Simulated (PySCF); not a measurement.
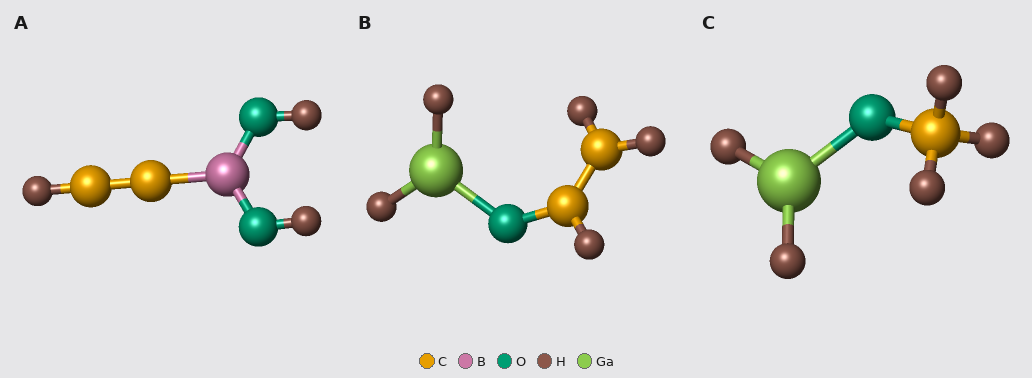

Simulated data, not a measurement (program: PySCF).

```xyz
9
charge 0, multiplicity 1
C    -1.3982   -0.3415    0.5642
C    -0.4650   -0.9703   -0.1598
O     0.8408   -0.6778   -0.2168
Ga    1.6055    0.9573   -0.2364
H    -1.1573    0.5094    1.2085
H    -2.4330   -0.6851    0.5343
H    -0.7331   -1.8431   -0.7722
H     3.1443    0.8692   -0.0293
H     0.6540    2.1648   -0.4991
```

Which panel shows the molecule in this file?

Answer. B. The file holds C2H5GaO, `C=C[O][GaH2]`.
